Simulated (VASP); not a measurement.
Band structure of BAs (zinc blende). Calculation: optB88-vdW, VASP's PBE PAW potentials (set 64) (plane waves; VASP 6.6.1).

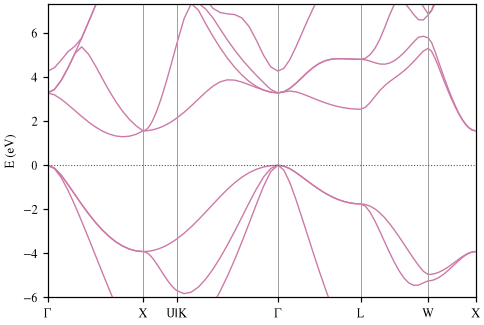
*Bands along high-symmetry lines, zero at the valence-band maximum or, without a gap, the Fermi level*

Read the plot: is there a gap, and where are the band edges?

The gap is indirect, 1.29 eV, from the valence maximum at Γ to the conduction minimum at Γ-X at 0.79. (Edges off the drawn lines would not show.)

Measured: gap 1.82 eV (computed value off by -0.53 eV), as given by Wikipedia, List of semiconductor materials.

The compound is BAs in the zinc blende structure. It was relaxed first.
